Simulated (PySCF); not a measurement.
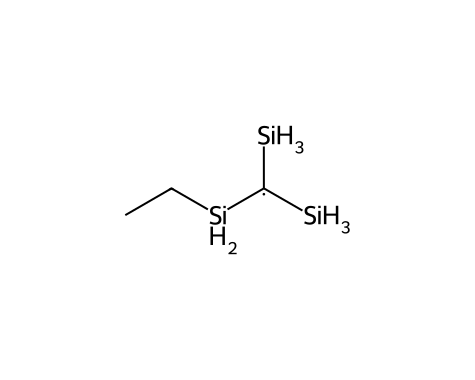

The species is neutral and a spin doublet. The computed structure is the end point of a GFN2-xTB optimisation. No frequency run is at hand to confirm it as a minimum. Method: UKS B3LYP, pcH-1 on C H Si, non-relativistic (PySCF 2.14.0).

> What is the isotropic g value?

2.00275.

> Give the ⟨S²⟩ of the determinant at this level.

0.754.

The geometry is semi-empirical. Around Si such bond lengths and angles can be off by a tenth of an ångström or more and by several degrees, and values that hang on the shape move with them.
